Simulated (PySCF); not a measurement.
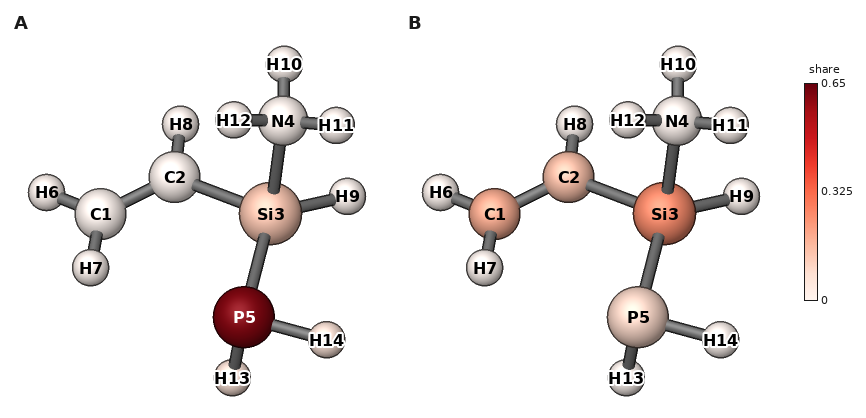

Each panel colours the atoms by their Löwdin share in one orbital (up to four of the largest shares; other atoms are shown as zero). The species has charge +1 and is a spin singlet. The geometry was computed by an optimisation with GFN2-xTB. No frequency run is at hand to confirm it as a minimum. Level of theory: ωB97X-D/def2-SVPD (PySCF 2.14.0).

**The panels show the HOMO, LUMO, in some order. Which is which?**

A: HOMO, −13.91 eV; P5 0.61, Si3 0.13, H14 0.06, H13 0.06
B: LUMO, −3.72 eV; Si3 0.25, C1 0.19, C2 0.15, P5 0.09

The geometry is semi-empirical. Around P, Si such bond lengths and angles can be off by a tenth of an ångström or more and by several degrees, and values that hang on the shape move with them.
